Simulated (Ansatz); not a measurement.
BGeHO (SMILES O=[B][GeH])

Input file:

```
crystal:
  periodic: [false, false, false]
  atoms:
    - {symbol: B, position_ang: [-0.129733, 0.320450, 0.232967]}
    - {symbol: Ge, position_ang: [0.605788, -1.615850, -0.150507]}
    - {symbol: O, position_ang: [-0.608289, 1.391494, 0.516991]}
    - {symbol: H, position_ang: [1.586674, -1.010455, -1.247551]}
basis:
  gaussian:
    orbitals: def2-TZVPD
magnetization:
  spin_polarized: false
  initial_magnetization: 0
hamiltonian:
  xc: {name: PBE0}
output: {forces: true, orbitals: {seedname: orbitals}}
```

Launched as:

```sh
ansatz run input.yaml --threads 1 --pin off --max-ram 2610MiB --events-out events.jsonl --progress --plain --runs-dir runs
```

Geometry: PBE0-D3(BJ)/pcseg-1.

Level of theory: Ansatz 0.2.0, isolated molecule in a Gaussian basis; Kohn-Sham density functional theory, functional PBE0.

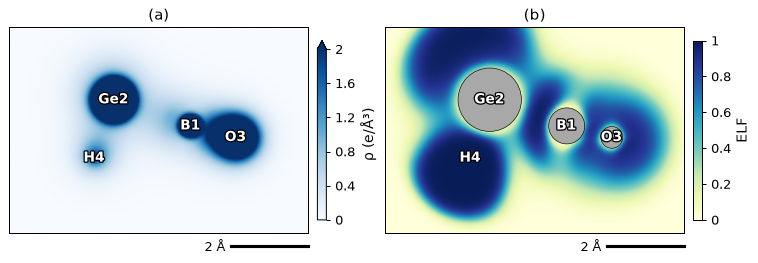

Figure 1. (a) electron density; (b) electron localisation function on the molecular plane. Grey discs cover the atomic cores in the ELF map.

Question: Interpret the plot.

Answer: Atoms in the plane: B, Ge, O and H. B–O (1.21 Å): ρ is about 3.1 e/Å³ halfway; the ELF peaks at about 0.85 between the atoms; a short, strongly polar bond. Ge–B (2.11 Å): ρ at the midpoint is about 0.68 e/Å³; the ELF peaks at about 0.95 in the valence shell of B, 0.8 Å from its nucleus, and is about 0.80 at the midpoint. Ge–H (1.59 Å): ρ is about 0.95 e/Å³ halfway; the ELF climbs to about 1 towards the hydrogen. The ELF also peaks beside O3, away from the bonds: lone-pair regions.

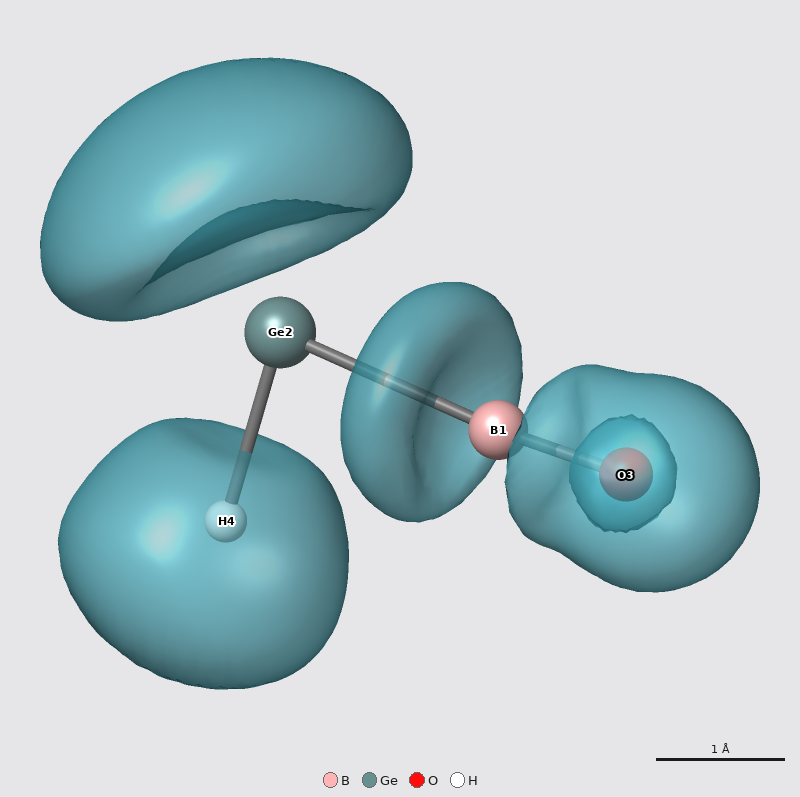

Figure 2. Isosurface of the ELF at 0.75 (cyan), seen at a tilt. Only the valence region is drawn (cores and ρ < 0.01 e/Å³ removed).

Question: Identify the bonds, lone pairs and shells in this picture.

Answer: The surface consists of one region around a hydrogen nucleus, one lobe of the valence shell of B pointing towards Ge (polar bonds), one region on O in which the atom's valence shell and bonds are merged and one lobe on Ge, pointing away from the bonds (lone pairs).

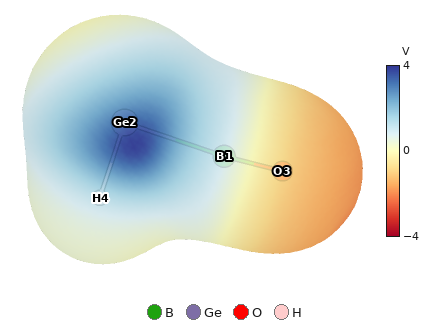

Figure 3. The molecular electrostatic potential painted on the density surface at 0.002 e/bohr³, seen across its widest extent; red is negative and blue positive.

Question: Where is the surface potential most negative and most positive?

Answer: The most negative region (about −1.9 V) lies over O3, the most positive (about +3.8 V) over Ge2. O3 is the likeliest acceptor of a hydrogen bond.

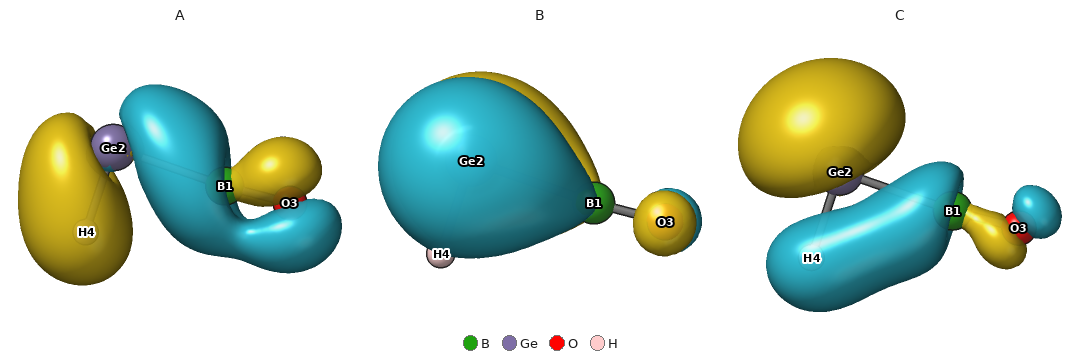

Figure 4. Three frontier orbitals at ±0.1 Å⁻³ᐟ² (yellow and cyan are the two phases), in no order.

Question: Which picture is the HOMO−1, the HOMO and the LUMO?

Answer: A is the HOMO−1 (−9.47 eV). By Hirshfeld shares it lies mainly on Ge2 (about 35 %), B1 (about 25 %), O3 (about 25 %) and H4 (about 20 %); it is symmetric in the molecular plane (an in-plane orbital: σ, lone-pair or in-plane π type). C is the HOMO (−7.78 eV). It lies mainly on Ge2 (about 70 %), B1 (about 15 %) and H4 (about 10 %); it is symmetric in the molecular plane (an in-plane orbital: σ, lone-pair or in-plane π type). B is the LUMO (−4.04 eV). It lies mainly on Ge2 (about 80 %) and B1 (about 10 %); it changes sign across the molecular plane (π type).

Question: What is the HOMO–LUMO gap?

Answer: 3.74 eV between the orbital energies.
